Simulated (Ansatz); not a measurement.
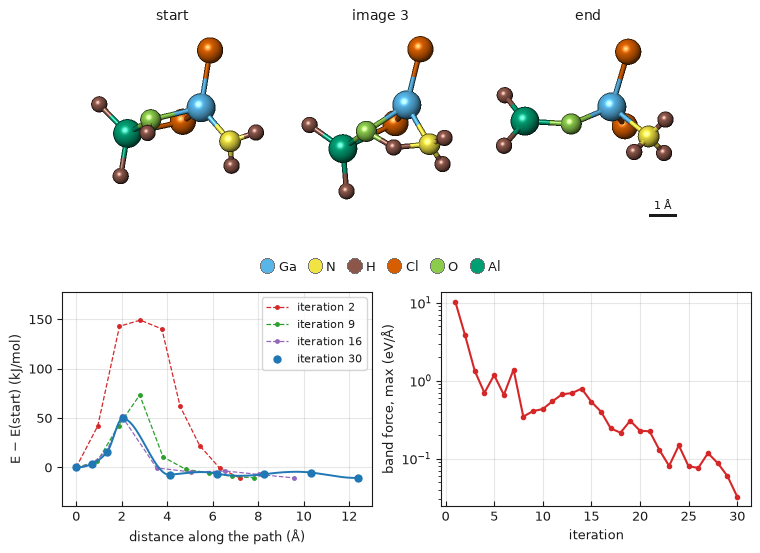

A nudged-elastic-band calculation for GaAlNH$_{5}$OCl$_{2}$. Images are numbered from 0 (start) to 8 (end). The plot follows the band through its iterations. Style: ball-and-stick. Shown at a tilt.

Theory: Ansatz, RKS PBE/def2-SVP. Settings: 7 movable images; climbing image; force threshold 0.05 eV/Å; iteration limit 60; starting path through a guess of the saddle point.

**Did the band converge, and can the barrier be trusted?**

The run is converged, with reservations. The band converged in 30 iterations. The largest component of the band force went from 10 to 0.033 eV/Å. The climbing image converged on the top of the path. Its vibrational analysis gives one imaginary mode (1093i cm⁻¹), as a transition state must have. The first iteration put the highest image at 425.8 kJ/mol. The highest point, image 3, lies 49.6 kJ/mol above the start and 60.2 kJ/mol above the end; the end is at −10.5 kJ/mol relative to the start.

Cost: 5.4 min on 4 threads of Arm Neoverse V2 (shared host), peak memory 0.23 GiB.
